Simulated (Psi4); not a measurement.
# One shape, several levels: AlH3Cl− (SMILES [AlH3-][Cl])

Aim: a comparison of 3 runs (HF/def2-SVP, B3LYP/6-31G*, PBE0/def2-SVP) of AlH3Cl−. 

The calculation is run with Psi4 1.11.

## 1. The structure to begin with

The species is AlH3Cl− (5 atoms), meant as a singlet with charge -1. SMILES: `[AlH3-][Cl]`. The shape comes from GFN2-xTB, which is rough for such elements, and wasn't checked as a minimum.

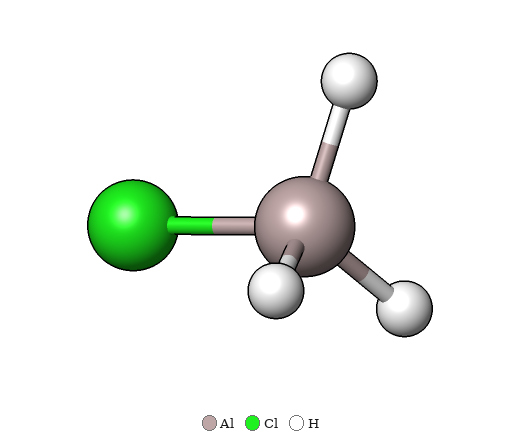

Viewed from a chosen angle; aluminium light grey, chlorine green, hydrogen white.

## 2. Energy and gradient at HF/def2-SVP (run 1)

input.json reads:

```json
{
  "schema_name": "qcschema_input",
  "schema_version": 1,
  "molecule": {
    "schema_name": "qcschema_molecule",
    "schema_version": 2,
    "symbols": ["Al", "Cl", "H", "H", "H"],
    "geometry": [0.2062825, -0.00083148, -0.15590241, -2.95311281, -0.00398732, 2.23790816, 0.42724818, 2.79394118, -1.33072624, -0.30271523, -2.09081188, -2.30225334, 2.62229735, -0.69832939, 1.55095492],
    "molecular_charge": -1,
    "molecular_multiplicity": 1,
    "fix_symmetry": "c1",
    "fix_com": true,
    "fix_orientation": true
  },
  "driver": "gradient",
  "model": {
    "method": "hf",
    "basis": "def2-SVP"
  },
  "keywords": {
    "puream": true,
    "e_convergence": 1e-09,
    "d_convergence": 1e-08,
    "scf_type": "pk",
    "scf_properties": ["LOWDIN_CHARGES", "MULLIKEN_CHARGES", "WIBERG_LOWDIN_INDICES"]
  }
}
```

Launch:

```bash
psi4 --qcschema input.json -n 1 --memory 1600MB
```

stdout:

```text
[...]
  Running in c1 symmetry.
[...]
  Nuclear repulsion =   78.196689845815982
[...]
  Multiplicity = 1
[...]
  Nalpha       = 17
  Nbeta        = 17
[...]
    Number of basis functions: 51
[...]
   @RHF iter   1:  -703.00859076856545   -6.46994e-01   3.26121e-03 ADIIS/DIIS
[...]
   @RHF iter   9:  -703.02936991532340   -7.84439e-12   6.58727e-09 DIIS
[...]
  @RHF Final Energy:  -703.02936991532340
   => Energetics <=
    Nuclear Repulsion Energy =             78.1966898458159818
    One-Electron Energy =               -1137.5418254336016162
    Two-Electron Energy =                 356.3157656724620779
    Total Energy =                       -703.0293699153235139
[...]
  Mulliken Charges: (a.u.)
   Center  Symbol    Alpha    Beta     Spin     Total
       1    AL     6.12765  6.12765  0.00000  0.74470
       2    CL     8.76922  8.76922  0.00000 -0.53844
       3     H     0.70106  0.70106  0.00000 -0.40213
       4     H     0.70102  0.70102  0.00000 -0.40203
       5     H     0.70105  0.70105  0.00000 -0.40210
   Total alpha = 17.00000, Total beta = 17.00000, Total charge = -1.00000
  Lowdin Charges: (a.u.)
   Center  Symbol    Alpha    Beta     Spin     Total
       1    AL     6.48307  6.48307  0.00000  0.03385
[...]
  -Total Gradient:
     Atom            X                  Y                   Z
    ------   -----------------  -----------------  -----------------
       1       -0.022302940176    -0.000210522591     0.016929554183
       2        0.034882932294     0.000074605504    -0.026506325454
       3       -0.003246930611    -0.005438164081     0.004453029512
       4       -0.001834412297     0.004153844279     0.006376414229
       5       -0.007498649215     0.001420236889    -0.001252672470
[...]
```

The result, in JSON:

```text
{
 "driver": "gradient",
 "model": {
  "method": "hf",
  "basis": "def2-SVP"
 },
 "success": true,
 "return_result": [-0.022302940176357602, -0.00021052259140158736, 0.016929554183259157, 0.03488293229422182, 7.460550370412207e-05, -0.02650632545402483, -0.003246930611227835, -0.005438164080514812, 0.004453029512128545, -0.0018344122974191593, 0.004153844279237748, 0.006376414228764282, -0.0074986492153771706, 0.0014202368889349552, -0.0012526724701680814],
 "properties": {
  "calcinfo_nbasis": 51,
  "calcinfo_nmo": 51,
  "calcinfo_nalpha": 17,
  "calcinfo_nbeta": 17,
  "calcinfo_natom": 5,
  "nuclear_repulsion_energy": 78.19668984581598,
  "return_energy": -703.0293699153234,
  "return_gradient": [-0.022302940176357602, -0.00021052259140158736, 0.016929554183259157, 0.03488293229422182, 7.460550370412207e-05, -0.02650632545402483, -0.003246930611227835, -0.005438164080514812, 0.004453029512128545, -0.0018344122974191593, 0.004153844279237748, 0.006376414228764282, -0.0074986492153771706, 0.0014202368889349552, -0.0012526724701680814],
  "scf_one_electron_energy": -1137.5418254336016,
  "scf_two_electron_energy": 356.3157656724621,
  "scf_dipole_moment": [0.4551914505234791, -0.0011801998570672712, -0.34431871291049276],
  "scf_total_energy": -703.0293699153234,
  "scf_total_gradient": [-0.022302940176357602, -0.00021052259140158736, 0.016929554183259157, 0.03488293229422182, 7.460550370412207e-05, -0.02650632545402483, -0.003246930611227835, -0.005438164080514812, 0.004453029512128545, -0.0018344122974191593, 0.004153844279237748, 0.006376414228764282, -0.0074986492153771706, 0.0014202368889349552, -0.0012526724701680814],
  "scf_iterations": 9
 }
}
```

It took 1.8 s on 1 thread of Intel Xeon Platinum 8488C (Sapphire Rapids), shared host; peak memory 0.2 GiB.

## 3. A single-point energy at B3LYP/6-31G(d) (Cartesian functions) (run 2)

alclh3.xyz reads:

```xyz
5
AlClH3
Al     0.109160    -0.000440    -0.082500
Cl    -1.562720    -0.002110     1.184250
H      0.226090     1.478490    -0.704190
H     -0.160190    -1.106410    -1.218300
H      1.387660    -0.369540     0.820730
```

run.py reads:

```python
import numpy as np
from ase.calculators.psi4 import Psi4
from ase.io import read

a = read('alclh3.xyz')
calc = Psi4(atoms=a, method='b3lyp', basis='6-31G*', memory='1600MB', num_threads=1, charge=-1, multiplicity=1, label='psi4-calc')
calc.psi4.set_options({'puream': False, 'e_convergence': 1e-09, 'd_convergence': 1e-08, 'scf_type': 'pk', 'dft_radial_points': 99, 'dft_spherical_points': 590})
a.calc = calc

print(f'energy: {a.get_potential_energy():.6f} eV')
```

Launch:

```bash
python run.py
```

psi4-calc.dat:

```text
[...]
  Running in c1 symmetry.
[...]
  Nuclear repulsion =   78.196689782907086
[...]
  Multiplicity = 1
[...]
  Nalpha       = 17
  Nbeta        = 17
[...]
    Number of basis functions: 44
[...]
   @RKS iter   1:  -704.45042510160999   -3.86221e-01   7.54643e-03 DIIS/ADIIS
[...]
   @RKS iter   9:  -704.54012833190507   -7.95808e-13   2.02811e-09 DIIS
[...]
  @RKS Final Energy:  -704.54012833190507
   => Energetics <=
    Nuclear Repulsion Energy =             78.1966897829070859
    One-Electron Energy =               -1137.8140059374281918
    Two-Electron Energy =                 394.0003648579936453
    DFT Exchange-Correlation Energy =     -38.9231770353774991
    Empirical Dispersion Energy =           0.0000000000000000
    VV10 Nonlocal Energy =                  0.0000000000000000
    Total Energy =                       -704.5401283319050663
[...]
 Multipole Moments:
 ------------------------------------------------------------------------------------
     Multipole            Electronic (a.u.)      Nuclear  (a.u.)        Total (a.u.)
 ------------------------------------------------------------------------------------
 L = 1.  Multiply by 2.5417464519 to convert [e a0] to [Debye]
 Dipole X            :         -4.3207368            3.4416347           -0.8791021
 Dipole Y            :         -0.0090031            0.0059608           -0.0030423
 Dipole Z            :          3.2754338           -2.6086279            0.6668059
 Magnitude           :                                                    1.1033857
[...]
```

On the terminal:

```text
energy: -19171.513402 eV
```

It took 5.1 s on 1 thread of Intel Xeon Platinum 8488C (Sapphire Rapids), shared host; peak memory 0.55 GiB.

## 4. The energy at PBE0/def2-SVP (run 3)

run.py reads:

```python
import psi4

psi4.set_memory('1600 MB')
psi4.set_num_threads(1)
psi4.set_output_file('run.log', False)

mol = psi4.geometry("""
-1 1
Al     0.109160    -0.000440    -0.082500
Cl    -1.562720    -0.002110     1.184250
H      0.226090     1.478490    -0.704190
H     -0.160190    -1.106410    -1.218300
H      1.387660    -0.369540     0.820730
symmetry c1
no_reorient
no_com
""")

options = {'basis': 'def2-SVP', 'reference': 'rks', 'puream': True, 'e_convergence': 1e-09, 'd_convergence': 1e-08, 'scf_type': 'pk', 'dft_radial_points': 99, 'dft_spherical_points': 590}
psi4.set_options(options)

e, wfn = psi4.energy("pbe0", return_wfn=True)
psi4.oeprop(wfn, "MULLIKEN_CHARGES", "QUADRUPOLE", "LOWDIN_CHARGES")
print(f'pbe0 energy: {e:.10f} Eh')
```

Launch:

```bash
python run.py
```

run.log:

```text
[...]
  Running in c1 symmetry.
[...]
  Nuclear repulsion =   78.196689782907086
[...]
  Multiplicity = 1
[...]
  Nalpha       = 17
  Nbeta        = 17
[...]
    Number of basis functions: 51
[...]
   @RKS iter   1:  -703.96750226173265   -3.93212e-01   5.88918e-03 DIIS/ADIIS
[...]
   @RKS iter   9:  -704.03605589654353   -1.36424e-12   2.42921e-09 DIIS
[...]
  @RKS Final Energy:  -704.03605589654353
   => Energetics <=
    Nuclear Repulsion Energy =             78.1966897829070859
    One-Electron Energy =               -1137.7758471824636217
    Two-Electron Energy =                 391.8147169835870045
    DFT Exchange-Correlation Energy =     -36.2716154805738924
    Empirical Dispersion Energy =           0.0000000000000000
    VV10 Nonlocal Energy =                  0.0000000000000000
    Total Energy =                       -704.0360558965435303
[...]
 Multipole Moments:
 ------------------------------------------------------------------------------------
     Multipole            Electronic (a.u.)      Nuclear  (a.u.)        Total (a.u.)
 ------------------------------------------------------------------------------------
 L = 1.  Multiply by 2.5417464519 to convert [e a0] to [Debye]
 Dipole X            :         45.1976932          -44.7744149            0.4232783
 Dipole Y            :          0.0729145           -0.0737938           -0.0008794
 Dipole Z            :        -34.2559436           33.9356829           -0.3202607
 Magnitude           :                                                    0.5307845
 L = 2.  Multiply by 1.3450342976 to convert [e a0^2] to [Debye ang]
 Quadrupole XX       :       -183.9179210          155.9586827          -27.9592383
 Quadrupole XY       :         -0.1967736            0.1933450           -0.0034286
[...]
```

The script printed:

```text
pbe0 energy: -704.0360558965 Eh
```

Run time: 6 s. Hardware: 1 thread of Intel Xeon Platinum 8488C (Sapphire Rapids), shared host; peak memory 0.59 GiB.

## 5. The series

| run | level | task | Cartesian functions | energy (Eh) | HOMO energy (eV) | LUMO energy (eV) | HOMO–LUMO gap (eV) | wall time |
| --- | --- | --- | --- | --- | --- | --- | --- | --- |
| 1 | HF/def2-SVP | gradient | no | -703.029370 | -5.31 | 8.92 | 14.23 | 1.8 s |
| 2 | B3LYP/6-31G* (Cartesian functions) | energy | yes | -704.540128 | -1.99 | 5.37 | 7.36 | 5.1 s |
| 3 | PBE0/def2-SVP | energy | no | -704.036056 | -2.12 | 6.16 | 8.28 | 6 s |

## 6. Outcome

```
                                                    quantity          value
                                         run 3: total energy  -704.03606 Eh
                                          run 3: HOMO energy       -2.12 eV
                                          run 3: LUMO energy        6.16 eV
run 3: HOMO–LUMO gap (to an unbound level, set by the basis)        8.28 eV
```

What this shows: The HOMO–LUMO gap runs from 7.36 eV (B3LYP/6-31G*) to 14.23 eV (HF/def2-SVP). The two ends differ in method and basis. The empty levels of an anion lie above zero and hang on the basis. Totals of different functionals can't be ranked against each other. All runs together took 13 s, the longest 6 s.
